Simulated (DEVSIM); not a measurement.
Structure: abrupt GaAs p-n junction, at 300 K.

| layer (left to right) | material | thickness (μm) | Nd (cm⁻³) | Na (cm⁻³) | τn (s) | τp (s) |
|---|---|---|---|---|---|---|
| 1 | GaAs | 0.110 | - | 9.2e16 | 3.4e-10 | 3.4e-10 |
| 2 | GaAs | 0.970 | 2.1e15 | - | 3.4e-10 | 3.4e-10 |

Left contact: ohmic. Right contact: ohmic. Voltage is applied to the left contact. Recombination: SRH at mid-gap, radiative. Mobility is constant in doping.

This is a model device: material constants are rounded textbook-type values typed into the input, and sizes, dopings and lifetimes were drawn at random. Values at 300 K.

```
parameter        GaAs
-------------  ------
gap (eV)        1.424
affinity (eV)    4.07
permittivity     12.9
Nc (cm⁻³)      4.7e17
Nv (cm⁻³)        9e18
μn (cm²/Vs)      8500
μp (cm²/Vs)       400
B (cm³/s)       2e-10
```

Simulated with DEVSIM: 1D drift-diffusion, Boltzmann statistics, complete ionisation; no tunnelling, impact ionisation, image-force lowering or self-heating.

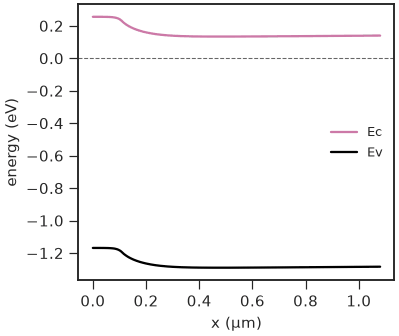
Band edges at 1.05 V on the left contact

Energies count from the Fermi level of the right contact; mesh points crowd at the junctions.

| x (μm) | Ec (eV) | Ev (eV) | n (cm⁻³) | p (cm⁻³) | field (V/cm) |
|---|---|---|---|---|---|
| 0.000 | 0.256 | -1.169 | < 1e2 | 9.2e16 | -14 |
| 0.01109 | 0.256 | -1.169 | 2.3e12 | 9.2e16 | -20 |
| 0.02497 | 0.255 | -1.169 | 5.2e12 | 9.2e16 | -53 |
| 0.04235 | 0.255 | -1.169 | 8.8e12 | 9.1e16 | -190 |
| 0.06749 | 0.254 | -1.170 | 1.5e13 | 8.7e16 | -1100 |
| 0.08490 | 0.250 | -1.174 | 2.1e13 | 7.5e16 | -3600 |
| 0.09881 | 0.242 | -1.182 | 3.2e13 | 5.5e16 | -8700 |
| 0.1131 | 0.224 | -1.200 | 7.0e13 | 2.7e16 | -15000 |
| 0.1266 | 0.206 | -1.218 | 1.4e14 | 1.4e16 | -11000 |
| 0.1464 | 0.188 | -1.236 | 2.9e14 | 6.8e15 | -7700 |
| 0.1756 | 0.170 | -1.254 | 5.9e14 | 3.3e15 | -5100 |
| 0.2352 | 0.149 | -1.275 | 1.3e15 | 1.4e15 | -2300 |
| 0.3064 | 0.139 | -1.285 | 2.0e15 | 8.5e14 | -880 |
| 0.4114 | 0.134 | -1.290 | 2.5e15 | 5.8e14 | -140 |
| 0.6144 | 0.135 | -1.289 | 2.4e15 | 3.7e14 | 95 |
| 0.7721 | 0.136 | -1.288 | 2.3e15 | 2.4e14 | 110 |
| 0.8792 | 0.137 | -1.286 | 2.3e15 | 1.5e14 | 120 |
| 0.9518 | 0.138 | -1.286 | 2.2e15 | 9.9e13 | 120 |
| 1.016 | 0.139 | -1.285 | 2.1e15 | 5.0e13 | 120 |
| 1.045 | 0.139 | -1.284 | 2.1e15 | 2.8e13 | 120 |
| 1.064 | 0.140 | -1.284 | 2.1e15 | 1.2e13 | 120 |
| 1.080 | 0.140 | -1.284 | 2.1e15 | < 1e2 | 120 |
